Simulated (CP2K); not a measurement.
Band structure of YAl3 (Pm-3m, 4 atoms in the cell).

```
YAl3
1.0
    4.20441     0.00000     0.00000
    0.00000     4.20441     0.00000
    0.00000     0.00000     4.20441
Y Al
1 3
Direct
  0.00000   0.00000   0.00000
  0.00000   0.50000   0.50000
  0.50000   0.00000   0.50000
  0.50000   0.50000   0.00000
```

Method of the run: LDA (Pade form), GPW, DZVP-MOLOPT-SR-GTH basis, GTH-PADE potentials (GTH_POTENTIALS) run with CP2K 2026.2.

Settings: CUTOFF = 500 Ry; REL_CUTOFF = 50 Ry; SMEAR/METHOD = FERMI_DIRAC; ELECTRONIC_TEMPERATURE = 1160.45 K; KPOINTS/SCHEME = MONKHORST-PACK 6 6 6; GAMMA_CENTERED = T; XC_FUNCTIONAL = PADE; Y/BASIS_SET = DZVP-MOLOPT-SR-GTH; Y/POTENTIAL = GTH-PADE-q11; Al/BASIS_SET = DZVP-MOLOPT-SR-GTH; Al/POTENTIAL = GTH-PADE-q3; METHOD = GPW; EPS_DEFAULT = 1e-11; EXTRAPOLATION = USE_GUESS.

The starting cell comes from a database of computed structures (which also holds hypothetical and non-ambient phases and stackings), without a prior relaxation at this level. Its lattice was rescaled by a random factor within 2.5 % of one. Values carry the incompleteness of an atom-centred basis.

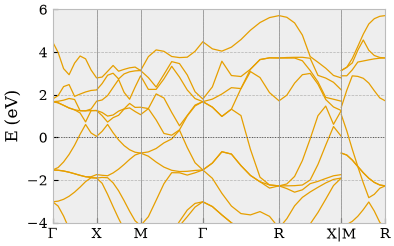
Figure: Bands along the path, energies from the Fermi level.

Levels in eV from the Fermi level, bands 7 to 12:
```
point      7      8      9     10     11    12
-----  -----  -----  -----  -----  -----  ----
Γ      -3.02  -1.53  -1.53  -1.53   1.67  1.67
X      -1.91  -1.91  -1.75   0.05   1.26  1.26
M      -5.17  -4.14  -0.74  -0.74   1.06  1.41
R      -5.05  -4.26  -2.28  -2.28  -2.28  1.71
```

Bands cross the Fermi level along this path, so the cell is metallic at this level.

Higher empty bands are left out: an atom-centred basis made for the valence describes them poorly.
